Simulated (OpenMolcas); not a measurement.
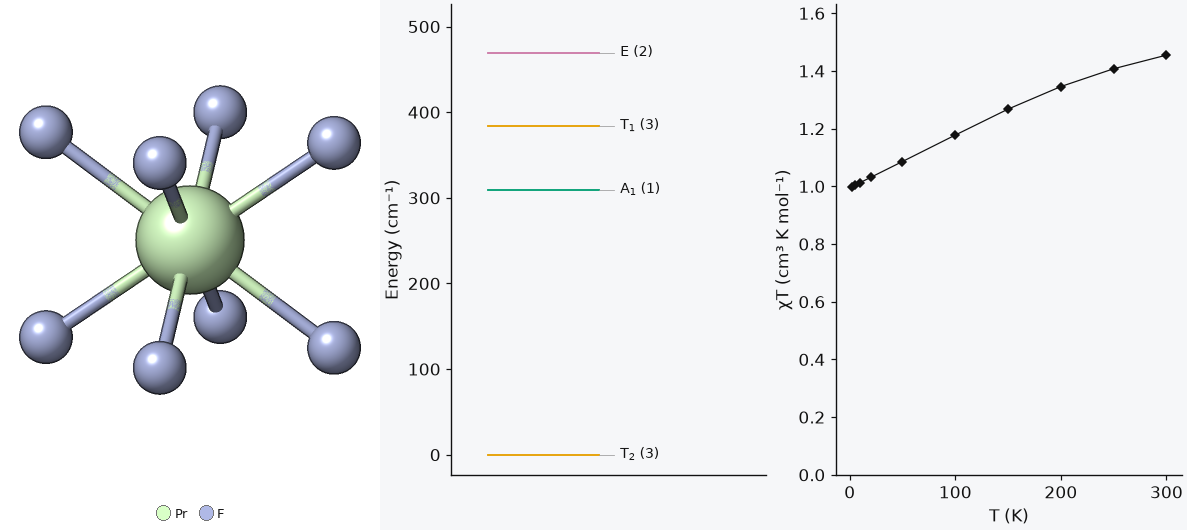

Pr³⁺ (4f²) as a dopant in SrF₂, a cluster with its 8 nearest F⁻ at 2.462 Å (cube) embedded in model potentials and point charges; the geometry was set, not optimised, and its levels and susceptibility. Labels give the representation in O, Td, D4 or D3 as the site allows (double group for half-integer spin) where it could be assigned and, in brackets, the degeneracy; spin-free states, where drawn, share the zero of the spin-orbit levels. The calculation used state-averaged CASSCF, active space 2 electrons in the shell 4f, basis ANO-RCC-VDZP on all atoms, DKH2 scalar Hamiltonian, spin-orbit coupling by RASSI with atomic mean-field integrals (OpenMolcas). Powder susceptibility by Van Vleck's formula.

Give the ground level and the first gap.

Answer. The ground level is T₂, 3-fold degenerate, 98 % from states of spin multiplicity 3, effective J = 4.00, with |mJ| = 3 the largest share (58 %). The next level lies at 310 cm⁻¹ (A₁). The lowest J multiplet spreads over 469 cm⁻¹. χT is 0.998 cm³ K mol⁻¹ at 2 K and 1.45 at 300 K, an effective moment of 3.41 μB. The active orbitals hold 99 to 100 % metal character (Löwdin), and the Mulliken charge of the metal is +2.35.

Caveat: the geometry is set by hand, with no relaxation and no charge compensation.
